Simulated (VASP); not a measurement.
Band structure of NaI (space group Fm-3m). Method: PBE GGA, VASP's PBE PAW potentials (set 64) (plane waves; VASP 6.6.1).

Unless said otherwise, spin-orbit coupling is left out, though it shifts the bands of the heavy elements here.

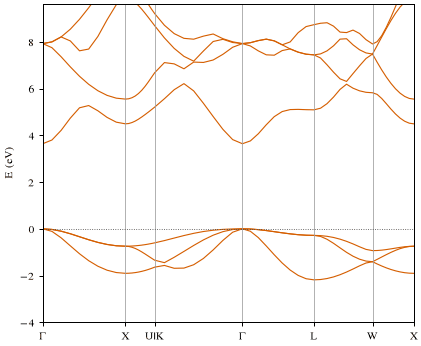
Figure. Bands along high-symmetry lines, zero at the valence-band maximum or, without a gap, the Fermi level

Question: Read the plot: is there a gap, and where are the band edges?

Answer: The gap is direct, 3.64 eV, from the valence maximum at Γ to the conduction minimum at Γ.

The structure is a typed NaI crystal (Fm-3m). The cell was not relaxed at this level.
